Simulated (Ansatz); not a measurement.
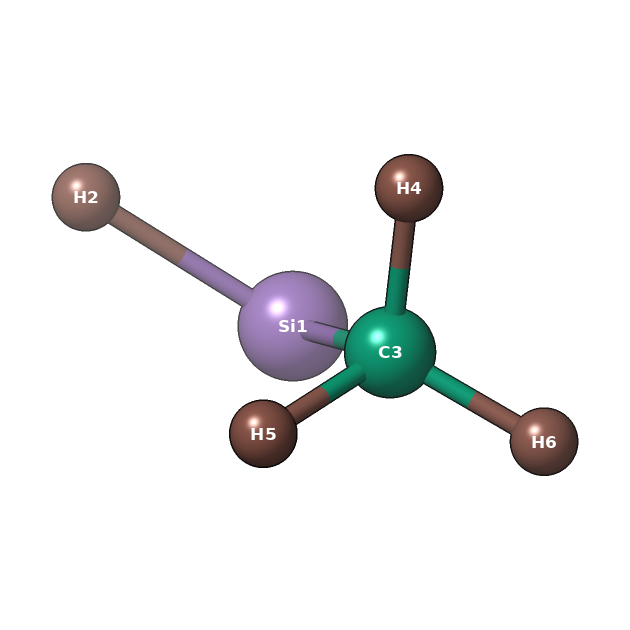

Si1 lies behind C3. The molecule seen a little off the C3–Si1 bond, C3 in front. Depth is shown by fading: the farther an atom, the more it takes the colour of the background. The geometry was computed by an optimisation with PBE0-D4/def2-TZVP.

**What is the torsion angle H4–C3–Si1–H2? The sign is positive where the front bond must turn clockwise to cover the back bond.**

−58°, synclinal (gauche).
